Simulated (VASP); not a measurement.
Band structure of YSi₂ (space group P6/mmm). Computed with r2SCAN meta-GGA, VASP's PBE PAW potentials (set 64) (plane waves; VASP).

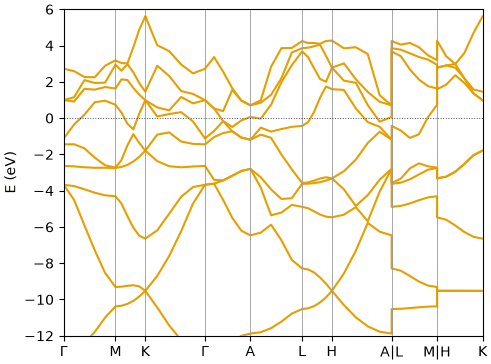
*Bands along high-symmetry lines, zero at the valence-band maximum or, without a gap, the Fermi level*

### Question
Read the plot: is there a gap, and where are the band edges?

### Answer
It has no gap at this level: it comes out as a metal or semimetal.

The structure comes from a computed database's YSi2 entry (P6/mmm); how it stands against other phases isn't given here. It was relaxed first. The electron count is odd and the run is not spin-polarised, which forces a metal.
